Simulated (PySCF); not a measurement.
```xyz
12

C    -2.2885   -0.1002   -0.0914
Si   -0.5666   -0.2553    0.6883
P     0.9200    0.5367   -0.8215
C     2.3497    0.9240    0.2850
C     2.4725   -0.2676   -0.2187
H    -3.0532   -0.4667    0.5848
H    -2.5214    0.9335   -0.3295
H    -2.3561   -0.6727   -1.0117
H    -0.5120    0.5001    1.9506
H    -0.2950   -1.6600    1.0351
H     2.7800    1.6746    0.9074
H     3.0717   -1.1470   -0.2838
```

Geometry: GFN2-xTB.

Theory: PySCF 2.14.0, B3LYP/def2-SVPD, SCF density, gas phase.

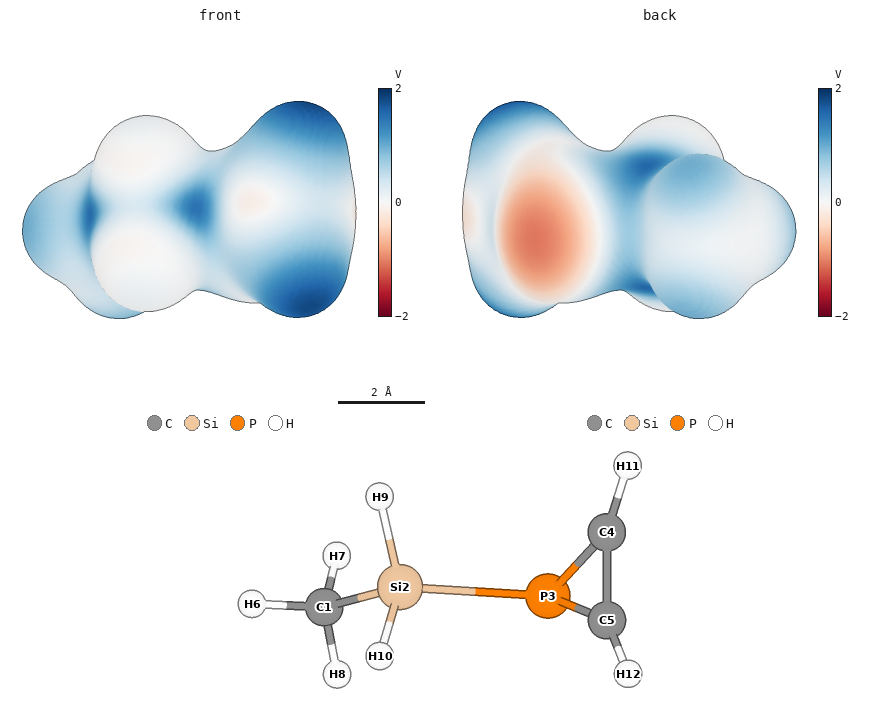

C3H7PSi (SMILES C[SiH2]P1C=C1). The electrostatic potential painted on the density surface at 0.004 e/bohr³, seen from the front and from behind; the colour scale runs from red (negative) to blue (positive). The bare structure is drawn below in the same view.

Question: Which sites attract a positive test charge, and which a negative one?

Answer: A positive charge is drawn to the negative regions and a negative charge to the positive ones. The most negative region (about −1.0 V) lies over P3, the most positive (about +1.8 V) over H11 and H12.
